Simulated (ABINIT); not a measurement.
# SrLiCl3 (Pm-3m): modes at Γ and the response to a field, part 2 of 3

Which modes does SrLiCl3 (Pm-3m) have at the zone centre?

ABINIT 10.8.3; DFT LDA, scalar-relativistic, plane waves, PseudoDojo norm-conserving pseudopotentials.

So far. Step 5 (Relaxation): The volume changes by -0.3 % in this run and stands -18.4 % from the first cell. The relaxed cell has a = 5.477 Å (conventional setting).

The structure was built from a prototype and need not be the compound's stable phase.

**8. Zone-centre response**

The derivative of the wavefunctions by k comes first, since the response to a field is built on it; then the field and the displacements that symmetry doesn't supply are solved at q = 0.

It reads the wavefunctions written in step 6.

The input, dfpt_gamma.abi:

```
ndtset 2

# common to the responses
getwfk_filepath "gso_WFK"
kptopt 2
nqpt 1
qpt 0.0 0.0 0.0
asr 0
chneut 0

# d/dk
rfelfd1 2
rfdir1 1 1 1
iscf1 -3
tolwfr1 1.0d-20

# displacements, field
rfphon2 1
rfatpol2 1 5
rfdir2 1 1 1
rfelfd2 3
getddk2 1
tolvrs2 1.0d-10
prtwf2 0

# basis, mesh and filling
ecut 33.0
ngkpt 4 4 4
nshiftk 1
shiftk 0.5 0.5 0.5
istwfk *1
occopt 1
nband 17
nstep 100
diemac 9.0
prtebands 0
prtgsr 0
useylm 1

# cell and atoms
acell 10.34944551 10.34944551 10.34944551
rprim 
    1.0 0.0 0.0
    0.0 1.0 0.0
    0.0 0.0 1.0
ntypat 3
znucl 3 38 17
natom 5
typat 1 2 3 3 3
xred 
    0.0 0.0 0.0
    0.5 0.5 0.5
    0.5 0.5 0.0
    0.5 0.0 0.5
    0.0 0.5 0.5
pp_dirpath "./pseudo"
pseudos "Li.upf, Sr.upf, Cl.upf"
```

On the command line:

```bash
$ OMP_NUM_THREADS=1 mpirun -n 4 abinit dfpt_gamma.abi > dfpt_gamma.log
```

Numbers of over 12 decimals in the logs are rounded to 6 here.

dfpt_gamma.abo, the main output file:

```text
[banners, grids, parts of the stress and lines that vanish by symmetry left out]
- input  file    -> dfpt_gamma.abi
- output file    -> dfpt_gamma.abo
- root for input  files -> dfpt_gammai
[...]
DATASET    1 : space group Pm -3 m (#221); Bravais cP (primitive cubic)
[...]
nfft =      157464          nkpt =          32
[...]
DATASET    2 : space group Pm -3 m (#221); Bravais cP (primitive cubic)
[...]
nfft =      157464          nkpt =          32
[...]
== DATASET  1 ==================================================================
[...]
cutoff_energies: {ecut:  33.0, pawecutdg:  -1.0, }
[...]
- 17.00000   7.00000  180309                  znucl, zion, pspdat
[...]
Perturbation : derivative vs k along direction   1
[...]
-ETOT  1  -11.946616347170     -1.195E+01 3.335E-02 0.000E+00
 ETOT  2  -11.971488426406     -2.487E-02 9.414E-05 0.000E+00
 ETOT  3  -11.971587517637     -9.909E-05 8.253E-07 0.000E+00
 ETOT  4  -11.971588032305     -5.147E-07 3.484E-09 0.000E+00
 ETOT  5  -11.971588035279     -2.974E-09 4.274E-11 0.000E+00
[...]
At SCF step   10   max residual=  9.99E-21 < tolwfr=  1.00E-20 =>converged.
[...]
Perturbation : derivative vs k along direction   2
[...]
-ETOT  1  -11.946444303367     -1.195E+01 3.335E-02 0.000E+00
[...]
At SCF step   10   max residual=  9.92E-21 < tolwfr=  1.00E-20 =>converged.
[...]
Perturbation : derivative vs k along direction   3
[...]
-ETOT  1  -11.946616385315     -1.195E+01 3.335E-02 0.000E+00
[...]
At SCF step   10   max residual=  9.99E-21 < tolwfr=  1.00E-20 =>converged.
[...]
1        1       0.9036276370    0.0000000000
     1        2       0.0000000000    0.0000000000
     1        3       0.0000000000    0.0000000000
     2        1       0.0000000000    0.0000000000
     2        2       0.9036276370    0.0000000000
     2        3       0.0000000000    0.0000000000
     3        1       0.0000000000    0.0000000000
     3        2       0.0000000000    0.0000000000
     3        3       0.9036276370    0.0000000000
[...]
== DATASET  2 ==================================================================
[...]
cutoff_energies: {ecut:  33.0, pawecutdg:  -1.0, }
[...]
Perturbation : displacement of atom   1   along direction   1
[...]
-ETOT  1  0.208718     -3.641E+03 4.622E+01 6.423E+02
[...]
At SCF step   11       vres2   =  8.76E-11 < tolvrs=  1.00E-10 =>converged.
[...]
Perturbation : displacement of atom   2   along direction   1
[...]
-ETOT  1   10.999583723792     -2.716E+03 1.380E+01 5.812E+03
[...]
At SCF step   13       vres2   =  6.20E-12 < tolvrs=  1.00E-10 =>converged.
[...]
Perturbation : displacement of atom   3   along direction   1
[...]
-ETOT  1   1.000037     -1.337E+03 3.355E+00 2.382E+03
[...]
At SCF step   12       vres2   =  7.51E-12 < tolvrs=  1.00E-10 =>converged.
[...]
Perturbation : displacement of atom   3   along direction   3
[...]
-ETOT  1   11.047618268484     -1.358E+03 3.330E+00 7.532E+03
[...]
At SCF step   12       vres2   =  2.66E-11 < tolvrs=  1.00E-10 =>converged.
[...]
Perturbation : homogeneous electric field along direction   1
[...]
-ETOT  1  -40.125227291052     -4.013E+01 2.731E-01 3.223E+04
[...]
ETOT 11  -49.804147753358     -2.670E-11 7.126E-14 7.820E-10
 ETOT 12  -49.804147753358      7.105E-14 3.327E-16 1.504E-11
 At SCF step   12       vres2   =  1.50E-11 < tolvrs=  1.00E-10 =>converged.
[...]
Dielectric tensor, in cartesian coordinates,
[...]
1    7   1    7         2.5317876264        -0.0000000000
   1    7   2    7        -0.0000000000        -0.0000000000
   1    7   3    7        -0.0000000000        -0.0000000000
   2    7   1    7        -0.0000000000        -0.0000000000
   2    7   2    7         2.5317876264        -0.0000000000
   2    7   3    7        -0.0000000000        -0.0000000000
   3    7   1    7        -0.0000000000        -0.0000000000
   3    7   2    7        -0.0000000000        -0.0000000000
   3    7   3    7         2.5317876264        -0.0000000000
  Effective charges, in cartesian coordinates,
[...]
1    1   1    7         1.3361858029         0.0000000000
   2    1   1    7         0.0000000000         0.0000000000
   3    1   1    7         0.0000000000         0.0000000000
   1    2   1    7         2.3566134131         0.0000000000
   2    2   1    7         0.0000000000         0.0000000000
[...]
Effective charges, in cartesian coordinates,
[...]
2    7   1    5         0.0000000000         0.0000000000
   3    7   1    5         0.0000000000         0.0000000000
   1    7   2    5         0.0000000000         0.0000000000
   2    7   2    5        -0.8711054920         0.0000000000
   3    7   2    5         0.0000000000         0.0000000000
   1    7   3    5         0.0000000000         0.0000000000
   2    7   3    5         0.0000000000         0.0000000000
   3    7   3    5        -0.8711054920         0.0000000000
  Phonon wavevector (reduced coordinates) :  0.00000  0.00000  0.00000
 Phonon energies in Hartree :
[...]
Phonon frequencies in cm-1    :
- -1.757337E+02 -1.757337E+02 -1.757337E+02 -5.855929E+01 -5.855929E+01
- -5.855929E+01  5.482125E-01  5.482127E-01  5.482133E-01  7.670319E+01
-  7.670319E+01  7.670319E+01  2.799820E+02  2.799820E+02  2.799820E+02
  Phonon at Gamma, with non-analyticity in the
[...]
Phonon energies in Hartree :
[...]
Phonon frequencies in cm-1    :
- -1.757337E+02 -1.757337E+02 -5.855929E+01 -5.855929E+01 -5.855929E+01
- -4.845972E+01  5.482125E-01  5.482127E-01  1.360532E+00  7.670319E+01
-  7.670319E+01  8.201343E+01  2.799820E+02  2.799820E+02  3.232341E+02
  Phonon at Gamma, with non-analyticity in the
[...]
Phonon energies in Hartree :
[...]
Phonon frequencies in cm-1    :
- -1.757337E+02 -1.757337E+02 -5.855929E+01 -5.855929E+01 -5.855929E+01
- -4.845972E+01  5.482125E-01  5.482133E-01  1.360532E+00  7.670319E+01
-  7.670319E+01  8.201343E+01  2.799820E+02  2.799820E+02  3.232341E+02
  Phonon at Gamma, with non-analyticity in the
[...]
Phonon energies in Hartree :
[...]
Phonon frequencies in cm-1    :
- -1.757337E+02 -1.757337E+02 -5.855929E+01 -5.855929E+01 -5.855929E+01
- -4.845972E+01  5.482127E-01  5.482133E-01  1.360532E+00  7.670319E+01
-  7.670319E+01  8.201343E+01  2.799820E+02  2.799820E+02  3.232341E+02
[...]
fcart2     0.0000000000E+00  0.0000000000E+00  0.0000000000E+00
           strten2     0.0000000000E+00  0.0000000000E+00  0.0000000000E+00
================================================================================
```

Wall time 3.4 min (4 MPI ranks of Arm Neoverse V2, shared host).

This step gave:

* miss of the charge sum rule: 0.01746 e
* largest acoustic frequency at the zone centre before the sum rule: 0.55 cm⁻¹
* highest optical zone-centre mode (no LO-TO term): 280.0 cm⁻¹
* lowest optical zone-centre mode: -175.7 cm⁻¹
* mean high-frequency dielectric constant: 2.532
* largest Born charge in size (third of the trace): 2.357 e

Born charge (rows field, columns displacement), before the sum rule (e), principal values of the symmetric part by kind of site:

| atom | atoms with these values | low | middle | high | mean |
| --- | --- | --- | --- | --- | --- |
| Li1 | 1 | 1.34 | 1.34 | 1.34 | 1.34 |
| Sr2 | 1 | 2.36 | 2.36 | 2.36 | 2.36 |
| Cl3 | 3 | -1.93 | -0.87 | -0.87 | -1.23 |

In full for Li1:

```
1.34 0.00 0.00
0.00 1.34 0.00
0.00 0.00 1.34
```

High-frequency dielectric tensor:

```
2.53 0.00 0.00
0.00 2.53 0.00
0.00 0.00 2.53
```

The acoustic modes at Γ come out as far as 0.6 cm⁻¹ from zero, where they should vanish, a small numerical error; the Born charges miss their sum rule by 0.017 e, which is good. The lowest optical mode is imaginary, 176i cm⁻¹, an instability at this level and on this k mesh.

**9. Modes with the sum rule**

anaddb reads the merged derivatives, imposes the acoustic sum rule and charge neutrality, and adds the LO-TO term along chosen directions.

The input, anaddb.abi:

```
ddb_filepath "gamma_DDB"
output_file "anaddb.abo"
outdata_prefix "anaddb"
asr 1
chneut 1
enunit 2
eivec 1
nph1l 1
qph1l 0.0 0.0 0.0 1.0
dieflag 2
nph2l 3
qph2l 
    1.0 0.0 0.0 0.0
    0.0 0.0 1.0 0.0
    1.0 1.0 1.0 0.0
```

The input, mrgddb.in:

```
gamma_DDB
merged
2
dfpt_gammao_DS2_DDB
gso_DDB
```

On the command line:

```bash
$ mrgddb < mrgddb.in > mrgddb.log
$ OMP_NUM_THREADS=1 anaddb anaddb.abi > anaddb.log
```

anaddb.abo, the main output file:

```text
[banners, grids, parts of the stress and lines that vanish by symmetry left out]
-outvars_anaddb: echo values of input variables ----------------------

 Flags :
[...]
Dielectric Tensor and Effective Charges
[...]
Effective charge tensors after
[...]
Phonon wavevector (reduced coordinates) :  0.00000  0.00000  0.00000
 Phonon energies in Hartree :
[...]
Phonon energies in meV     :
- -2.178823E+01 -2.178823E+01 -2.178823E+01 -7.261039E+00 -7.261039E+00
- -7.261039E+00  0.000000E+00  0.000000E+00  0.000000E+00  9.509716E+00
-  9.509716E+00  9.509716E+00  3.471324E+01  3.471324E+01  3.471324E+01
 Phonon frequencies in cm-1    :
- -1.757340E+02 -1.757340E+02 -1.757340E+02 -5.856423E+01 -5.856423E+01
- -5.856423E+01  0.000000E+00  0.000000E+00  0.000000E+00  7.670103E+01
-  7.670103E+01  7.670103E+01  2.799812E+02  2.799812E+02  2.799812E+02
 Phonon frequencies in Thz     :
- -5.268372E+00 -5.268372E+00 -5.268372E+00 -1.755711E+00 -1.755711E+00
- -1.755711E+00  0.000000E+00  0.000000E+00  0.000000E+00  2.299439E+00
-  2.299439E+00  2.299439E+00  8.393625E+00  8.393625E+00  8.393625E+00
 Phonon energies in Kelvin  :
- -2.528420E+02 -2.528420E+02 -2.528420E+02 -8.426086E+01 -8.426086E+01
- -8.426086E+01  0.000000E+00  0.000000E+00  0.000000E+00  1.103557E+02
-  1.103557E+02  1.103557E+02  4.028305E+02  4.028305E+02  4.028305E+02
[...]
-  1  0.00000000E+00  0.00000000E+00 -8.26442001E-03
-     0.00000000E+00  0.00000000E+00  0.00000000E+00
-  2  0.00000000E+00  0.00000000E+00 -1.30232066E-04
-     0.00000000E+00  0.00000000E+00  0.00000000E+00
-  3  0.00000000E+00  0.00000000E+00 -8.60497828E-05
-     0.00000000E+00  0.00000000E+00  0.00000000E+00
-  4  0.00000000E+00  0.00000000E+00  1.01296989E-03
-     0.00000000E+00  0.00000000E+00  0.00000000E+00
-  5  0.00000000E+00  0.00000000E+00  1.01296989E-03
-     0.00000000E+00  0.00000000E+00  0.00000000E+00
[...]
-  1  0.00000000E+00  8.26442001E-03  0.00000000E+00
-     0.00000000E+00  0.00000000E+00  0.00000000E+00
-  2  0.00000000E+00  1.30232066E-04  0.00000000E+00
-     0.00000000E+00  0.00000000E+00  0.00000000E+00
-  3  0.00000000E+00 -1.01296989E-03  0.00000000E+00
-     0.00000000E+00  0.00000000E+00  0.00000000E+00
-  4  0.00000000E+00  8.60497828E-05  0.00000000E+00
-     0.00000000E+00  0.00000000E+00  0.00000000E+00
-  5  0.00000000E+00 -1.01296989E-03  0.00000000E+00
-     0.00000000E+00  0.00000000E+00  0.00000000E+00
[...]
-  1  8.26442001E-03  0.00000000E+00  0.00000000E+00
-     0.00000000E+00  0.00000000E+00  0.00000000E+00
-  2  1.30232066E-04  0.00000000E+00  0.00000000E+00
-     0.00000000E+00  0.00000000E+00  0.00000000E+00
-  3 -1.01296989E-03  0.00000000E+00  0.00000000E+00
-     0.00000000E+00  0.00000000E+00  0.00000000E+00
-  4 -1.01296989E-03  0.00000000E+00  0.00000000E+00
-     0.00000000E+00  0.00000000E+00  0.00000000E+00
[...]
Phonon at Gamma, with non-analyticity in the
[...]
Phonon energies in Hartree :
[...]
Phonon energies in meV     :
- -2.178823E+01 -2.178823E+01 -7.261039E+00 -7.261039E+00 -7.261039E+00
- -6.144201E+00  0.000000E+00  0.000000E+00  0.000000E+00  9.509716E+00
[...]
Phonon frequencies in cm-1    :
[...]
Phonon frequencies in Thz     :
[...]
Phonon energies in Kelvin  :
[...]
- -7.130050E+01  0.000000E+00  0.000000E+00  0.000000E+00  1.103557E+02
-  1.103557E+02  1.181034E+02  4.028305E+02  4.028305E+02  4.650640E+02
[...]
-  5  0.00000000E+00  0.00000000E+00 -2.78150787E-03
-     0.00000000E+00  0.00000000E+00  0.00000000E+00
[...]
-  1  0.00000000E+00  0.00000000E+00  0.00000000E+00
-     0.00000000E+00  0.00000000E+00  0.00000000E+00
-  2  0.00000000E+00  0.00000000E+00  0.00000000E+00
-     0.00000000E+00  0.00000000E+00  0.00000000E+00
-  3  0.00000000E+00 -2.78150787E-03  0.00000000E+00
-     0.00000000E+00  0.00000000E+00  0.00000000E+00
-  4  0.00000000E+00  0.00000000E+00  0.00000000E+00
-     0.00000000E+00  0.00000000E+00  0.00000000E+00
-  5  0.00000000E+00  2.78150787E-03  0.00000000E+00
-     0.00000000E+00  0.00000000E+00  0.00000000E+00
[...]
Phonon at Gamma, with non-analyticity in the
[...]
Phonon energies in Hartree :
[...]
Phonon energies in meV     :
- -2.178823E+01 -2.178823E+01 -7.261039E+00 -7.261039E+00 -7.261039E+00
- -6.144201E+00  0.000000E+00  0.000000E+00  0.000000E+00  9.509716E+00
-  9.509716E+00  1.017736E+01  3.471324E+01  3.471324E+01  4.007611E+01
 Phonon frequencies in cm-1    :
- -1.757340E+02 -1.757340E+02 -5.856423E+01 -5.856423E+01 -5.856423E+01
[...]
Phonon frequencies in Thz     :
[...]
Phonon energies in Kelvin  :
[...]
Phonon at Gamma, with non-analyticity in the
[...]
Phonon energies in Hartree :
[...]
Phonon energies in meV     :
[...]
Phonon frequencies in cm-1    :
[...]
Phonon frequencies in Thz     :
[...]
Phonon energies in Kelvin  :
[...]
- -7.130050E+01  0.000000E+00  0.000000E+00  0.000000E+00  1.103557E+02
-  1.103557E+02  1.181034E+02  4.028305E+02  4.028305E+02  4.650640E+02
[...]
-  4  1.50944010E-04  1.72834847E-03 -5.66413579E-05
-     0.00000000E+00  0.00000000E+00  0.00000000E+00
-  5 -2.76645293E-03 -9.43026520E-05 -5.66413579E-05
-     0.00000000E+00  0.00000000E+00  0.00000000E+00
[...]
;  5 -1.87937839E-03 -7.99821177E-05 -7.99821177E-05
;     0.00000000E+00  0.00000000E+00  0.00000000E+00
-
```

Elapsed: 0.5 s, on 1 thread.

This step gave:

* highest mode moved by the LO-TO term: 323.2 cm⁻¹

No LO-TO term; unit eigenvectors of the mass-weighted matrix, from anaddb's displacements. The modes at Γ (shares of kinetic energy by element, %) (negative means imaginary):

| mode | frequency (cm⁻¹) | symmetry | Li % | Sr % | Cl % |
| --- | --- | --- | --- | --- | --- |
| 1 | -175.7 | T1u | 86 | 0 | 13 |
| 2 | -175.7 | T1u | 86 | 0 | 13 |
| 3 | -175.7 | T1u | 86 | 0 | 13 |
| 4 | -58.6 | T2u | 0 | 0 | 100 |
| 5 | -58.6 | T2u | 0 | 0 | 100 |
| 6 | -58.6 | T2u | 0 | 0 | 100 |
| 7 | 0.0 | acoustic | 3 | 44 | 53 |
| 8 | 0.0 | acoustic | 3 | 44 | 53 |
| 9 | 0.0 | acoustic | 3 | 44 | 53 |
| 10 | 76.7 | T1u | 10 | 32 | 58 |
| 11 | 76.7 | T1u | 10 | 32 | 58 |
| 12 | 76.7 | T1u | 10 | 32 | 58 |
| 13 | 280.0 | T1u | 0 | 24 | 76 |
| 14 | 280.0 | T1u | 0 | 24 | 76 |
| 15 | 280.0 | T1u | 0 | 24 | 76 |

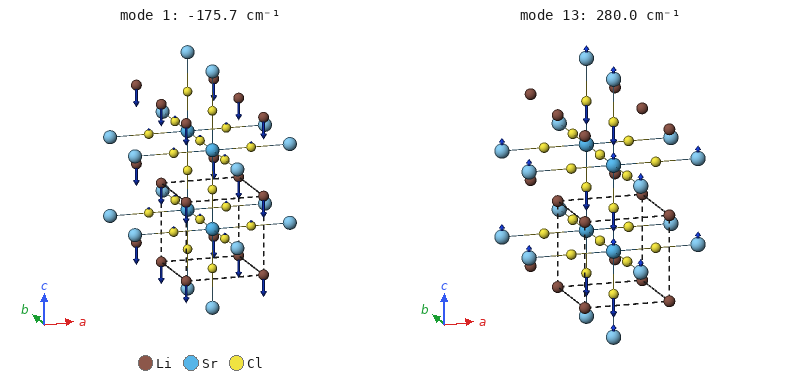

Displacement patterns of modes 1 and 13 at Γ; arrows are exaggerated. 1×2×2 cells are drawn. Some periodic images of atoms are drawn too.

With imaginary modes the relaxed-ion tensors have no meaning and are not tabulated.

The rule moves no optical mode by more than 0.1 cm⁻¹.

(Continued in part 3 of 3.)

[Host names and launcher messages were left out of these logs when they were recorded.]

[Logs are printed without paths, hosts, clocks, repeated set-up lines and the standing remarks that a program may print on its own settings, such as how far it seeks lower states.]

[Hosts, paths, dates, database ids (printed as entryN), source tags and the programs' standing remarks are cut or masked in the printed files.]
